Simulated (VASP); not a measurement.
Band structure of MoSeS (space group P-3m1). These are LDA (Ceperley-Alder, Perdew-Zunger), VASP's LDA PAW potentials (set 64) (plane waves; VASP) values and carry that method's errors.

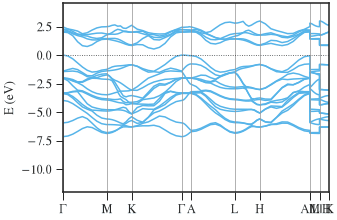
Fig. 1. Bands along high-symmetry lines, zero at the valence-band maximum or, without a gap, the Fermi level

Task: Read the plot: is there a gap, and where are the band edges?

Result: The gap is indirect, 0.53 eV, from the valence maximum at Γ to the conduction minimum at K-Γ at 0.44. (Edges off the drawn lines would not show.)

The structure comes from a computed database's MoSeS entry (P-3m1); how it stands against other phases isn't given here. It was relaxed first, which changed the volume by -12 %.
